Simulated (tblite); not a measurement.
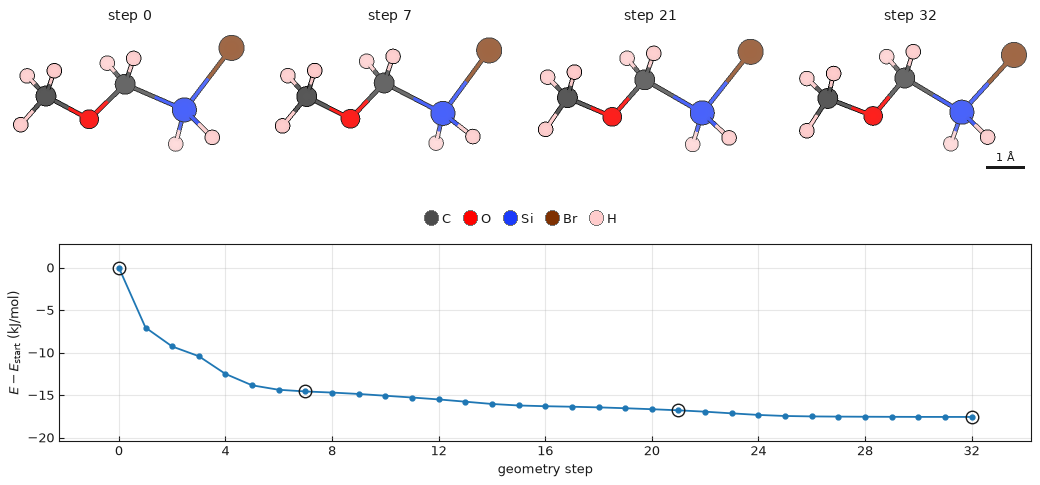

Frames of a relaxation of C2H7BrOSi, marked on the history of the run. The picture is a ball-and-stick view, seen at a tilt.

Theory: GFN2-xTB geometry optimisation, gas phase in tblite 0.8.0. 

What happens along the run?

After 32 geometry steps the energy has fallen by 17.6 kJ/mol. An H atom moves most after the best rigid fit: 0.24 Å. Largest moves by element: H 0.24 Å, Br 0.20 Å, C 0.17 Å, O 0.15 Å, Si 0.10 Å. Near-neighbour distances that change, for instance: H–Si 1.497 → 1.454 Å, C–Si 1.861 → 1.896 Å, C–O 1.446 → 1.413 Å, C–H 1.096 → 1.088 Å. Bond angles that change, for instance: O–C–Si 117.2° → 104.2°, H–Si–H 108.7° → 114.4°, Si–C–H 108.2° → 112.5°. From step 0 to 7: the Si atom moves most (0.11 Å), energy −14.6 kJ/mol. From step 7 to 21: an H atom moves most (0.13 Å), energy −2.22 kJ/mol. From step 21 to 32: the Br atom moves most (0.13 Å), energy −0.78 kJ/mol.
